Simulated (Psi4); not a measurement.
# C2H2F4 (norflurane): B3LYP/6-31G(d) (Cartesian functions)

Aim: the vertical ionisation energy of C2H2F4 (norflurane) at B3LYP/6-31G* (Cartesian functions), from 2 runs. 

Program for the calculation: Psi4 1.11.

10 further runs of the same task are left out: 9 that didn't finish, 1 set aside as unsound or not needed.

## Step 1: The structure to begin with

The species is C2H2F4 (8 atoms), meant as a singlet with charge 0. As SMILES, `FCC(F)(F)F`. Geometry: relaxed at PBE0-D4/def2-TZVP.

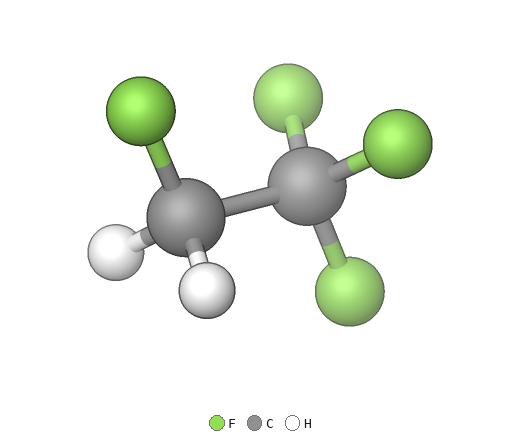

Viewed from a chosen angle; fluorine green, carbon grey, hydrogen white.

## Step 2: The energy at B3LYP/6-31G(d) (Cartesian functions)

calc.dat

```
memory 1600 mb

molecule mol {
  0 1
  F     -0.224600    -1.506500     0.915200
  C     -0.211200    -0.737800    -0.211700
  C      0.211200     0.674300     0.135500
  F      1.434400     0.711300     0.662400
  F      0.217100     1.411800    -0.982100
  F     -0.624600     1.243600     1.002900
  H      0.502000    -1.148600    -0.930100
  H     -1.212300    -0.705100    -0.647900
  symmetry c1
}

set globals {
  basis                6-31G*
  reference            rks
  puream               false
  e_convergence        1e-09
  d_convergence        1e-08
  scf_type             pk
  dft_radial_points    99
  dft_spherical_points 590
}

result, w = energy("b3lyp", return_wfn=True)
oeprop(w, "WIBERG_LOWDIN_INDICES", "MAYER_INDICES", "DIPOLE")
```

Launch:

```sh
$ psi4 -i calc.dat -o calc.out -n 1
```

calc.out:

```text
[...]
  Running in c1 symmetry.
[...]
  Nuclear repulsion =  273.039960987056929
[...]
  Multiplicity = 1
[...]
  Nalpha       = 25
  Nbeta        = 25
[...]
    Number of basis functions: 94
[...]
   @RKS iter   1:  -476.66560637479500   -2.25079e-01   5.84958e-03 DIIS/ADIIS
[...]
   @RKS iter  11:  -476.77032324789235   -1.31308e-11   4.41514e-09 DIIS
[...]
    Orbital Energies [Eh]
    ---------------------
    Doubly Occupied:
       1A    -24.735984     2A    -24.733122     3A    -24.733094
       4A    -24.703385     5A    -10.437741     6A    -10.290757
       7A     -1.320762     8A     -1.230980     9A     -1.228656
      10A     -1.216253    11A     -0.785988    12A     -0.674294
      13A     -0.599190    14A     -0.598495    15A     -0.575465
      16A     -0.514017    17A     -0.512655    18A     -0.466813
      19A     -0.466138    20A     -0.439703    21A     -0.427263
      22A     -0.426003    23A     -0.407919    24A     -0.365643
      25A     -0.355497
[...]
  @RKS Final Energy:  -476.77032324789235
   => Energetics <=
    Nuclear Repulsion Energy =            273.0399609870569293
    One-Electron Energy =               -1204.1035257223054487
    Two-Electron Energy =                 497.5502108510695507
    DFT Exchange-Correlation Energy =     -43.2569693637133739
    Empirical Dispersion Energy =           0.0000000000000000
    VV10 Nonlocal Energy =                  0.0000000000000000
    Total Energy =                       -476.7703232478923496
[...]
 Multipole Moments:
 ------------------------------------------------------------------------------------
     Multipole            Electronic (a.u.)      Nuclear  (a.u.)        Total (a.u.)
 ------------------------------------------------------------------------------------
 L = 1.  Multiply by 2.5417464519 to convert [e a0] to [Debye]
 Dipole X            :          0.9798356           -1.1523862           -0.1725506
 Dipole Y            :          2.6005322           -2.8838426           -0.2833104
 Dipole Z            :          1.8662119           -2.4686435           -0.6024316
 Magnitude           :                                                    0.6877226
[...]
```

Run time: 24 s. Hardware: 1 thread of Intel Xeon Platinum 8259CL at 2.50GHz (Skylake/Cascade Lake), shared host; peak memory 0.9 GiB.

## Step 3: The doublet cation: energy and forces at UB3LYP/6-31G(d) (Cartesian functions)

job.in

```
memory 1600 mb

molecule {
  1 2
  F     -0.224600    -1.506500     0.915200
  C     -0.211200    -0.737800    -0.211700
  C      0.211200     0.674300     0.135500
  F      1.434400     0.711300     0.662400
  F      0.217100     1.411800    -0.982100
  F     -0.624600     1.243600     1.002900
  H      0.502000    -1.148600    -0.930100
  H     -1.212300    -0.705100    -0.647900
  symmetry c1
}

set {
  reference            uks
  puream               false
  e_convergence        1e-09
  d_convergence        1e-08
  scf_type             pk
  dft_radial_points    99
  dft_spherical_points 590
  maxiter              100
}

E, wfn = gradient('b3lyp/6-31G*', return_wfn=True)
oeprop(wfn, 'MULLIKEN_CHARGES', 'LOWDIN_CHARGES', 'MAYER_INDICES')
print_variables()
```

Launch:

```sh
$ psi4 -i job.in -o job.out -n 1
```

job.out (excerpt; [...] marks lines left out):

```text
[...]
  Running in c1 symmetry.
[...]
  Nuclear repulsion =  273.039960987056929
[...]
  Multiplicity = 2
[...]
  Nalpha       = 25
  Nbeta        = 24
[...]
    Number of basis functions: 94
[...]
   @UKS iter   1:  -476.23511183649879    2.05416e-01   4.77901e-03 DIIS/ADIIS
[...]
   @UKS iter  15:  -476.30610870941501   -4.77485e-12   6.60950e-09 DIIS
[...]
   @S^2 Observed:                7.526946858E-01
[...]
  @UKS Final Energy:  -476.30610870941501
   => Energetics <=
    Nuclear Repulsion Energy =            273.0399609870569293
    One-Electron Energy =               -1189.7739650499072468
    Two-Electron Energy =                 483.2761535648270979
    DFT Exchange-Correlation Energy =     -42.8482582113918085
    Empirical Dispersion Energy =           0.0000000000000000
    VV10 Nonlocal Energy =                  0.0000000000000000
    Total Energy =                       -476.3061087094150139
[...]
 Multipole Moments:
 ------------------------------------------------------------------------------------
     Multipole            Electronic (a.u.)      Nuclear  (a.u.)        Total (a.u.)
 ------------------------------------------------------------------------------------
 L = 1.  Multiply by 2.5417464519 to convert [e a0] to [Debye]
 Dipole X            :          0.7163505           -1.1523862           -0.4360357
 Dipole Y            :          1.7543710           -2.8838426           -1.1294716
 Dipole Z            :          1.5951418           -2.4686435           -0.8735017
 Magnitude           :                                                    1.4929294
[...]
  -Total Gradient:
     Atom            X                  Y                   Z
    ------   -----------------  -----------------  -----------------
       1       -0.001678857586    -0.017260678162     0.016952315417
       2        0.024544451389     0.091076632282     0.006139378013
       3       -0.037298727199    -0.126809719847    -0.027287028807
       4        0.007660582280     0.020998198269     0.006056510985
       5        0.006278238313     0.024616762748    -0.000517920002
       6        0.005426426113     0.021563999901     0.006424074653
       7       -0.013207004388    -0.004316519427    -0.002110285022
       8        0.008272846288    -0.009882577512    -0.005650105443
[...]
  Mulliken Charges: (a.u.)
   Center  Symbol    Alpha    Beta     Spin     Total
       1     F     4.67830  4.36127  0.31704 -0.03957
[...]
```

It took 65 s on 1 thread of Intel Xeon Platinum 8259CL at 2.50GHz (Skylake/Cascade Lake), shared host; peak memory 0.9 GiB.

## Step 4: Results

At B3LYP/6-31G* (Cartesian functions):

| quantity | value |
| --- | --- |
| singlet C2H2F4: total energy | -476.77032 Eh |
| singlet C2H2F4: dipole moment | 1.75 D |
| singlet C2H2F4: HOMO energy | -9.67 eV |
| singlet C2H2F4: LUMO energy | 2.09 eV |
| singlet C2H2F4: HOMO–LUMO gap | 11.76 eV |
| doublet cation: total energy | -476.30611 Eh |
| doublet cation: HOMO energy (highest over α and β) | -17.88 eV |
| doublet cation: LUMO energy (lowest over α and β) | -15.56 eV |
| doublet cation: ⟨S²⟩ | 0.753 |
| doublet cation: largest force on an atom | 6.940 eV/Å |
| vertical ionisation energy (to the doublet cation) | 12.632 eV |

In words: Removing an electron at fixed nuclei costs 12.63 eV (1219 kJ/mol). The negative HOMO energy of the first species, 9.67 eV, lies 2.96 eV below that difference. Mulliken charges (doublet cation) run from -0.13 on F5 to +0.82 on C3.
